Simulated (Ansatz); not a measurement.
Scan of one atom of the cell for SrTiO3 (cubic perovskite)

SrTiO$_{3}$ (cubic perovskite)

```yaml
crystal:
  lattice:
    - [3.93649, 0.00000, 0.00000]
    - [0.00000, 3.93649, 0.00000]
    - [0.00000, 0.00000, 3.93649]
  atoms:
    - { symbol: Sr, position: [0.00000, 0.00000, 0.00000] }
    - { symbol: Ti, position: [0.50000, 0.50000, 0.50000] }
    - { symbol: O, position: [0.00000, 0.50000, 0.50000] }
    - { symbol: O, position: [0.50000, 0.50000, 0.00000] }
    - { symbol: O, position: [0.50000, 0.00000, 0.50000] }
```

Scan: atom 1 (Sr, nearest neighbour O at 2.784 Å; its periodic images, 3.9 Å or more away, move with it) is displaced along Cartesian [111], direction (0.577, 0.577, 0.577) in Cartesian axes, by s. The other atoms stay.

All values below come from PBE (plane waves to 420 eV, PAW, scalar-relativistic; Ansatz, a quantum-chemistry and plane-wave program). k mesh 7×7×7 (Γ-centred), Fermi-Dirac smearing 0.05 eV. Energies are smeared free energies. Left out: 2 of 11 points, with atoms too close for the PAW data. SrTiO3 is run without spin polarisation. SrTiO3 was relaxed with its symmetry unable to fall. The PAW data are Ansatz's earlier set. ΔE is measured from the undisplaced structure.

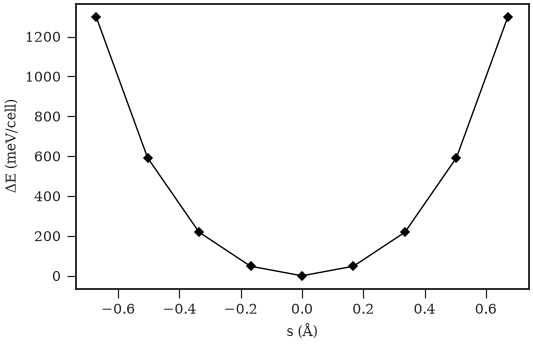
ΔE (meV/cell) against s (Å); computed points joined by lines.

The force constant k = d²E/ds² at s = 0 (finite differences) is 3.24 eV/Å² and the energy at s = 0.672 Å is 1300 meV/cell. Shape of the curve: a single well with its minimum at or next to zero displacement. Symmetry of the curve: even: the same for both signs. Harmonic estimate at the end of the scan: ½ks² = 732 meV/cell against the computed 1300 meV/cell, so the well is stiffer than harmonic there.

With its periodic images moving along, the atom's site symmetry in this cell is m-3m.

(A displaced cell: forces are minus the slopes of the energy, force constants its curvatures, and phonons follow from these.)
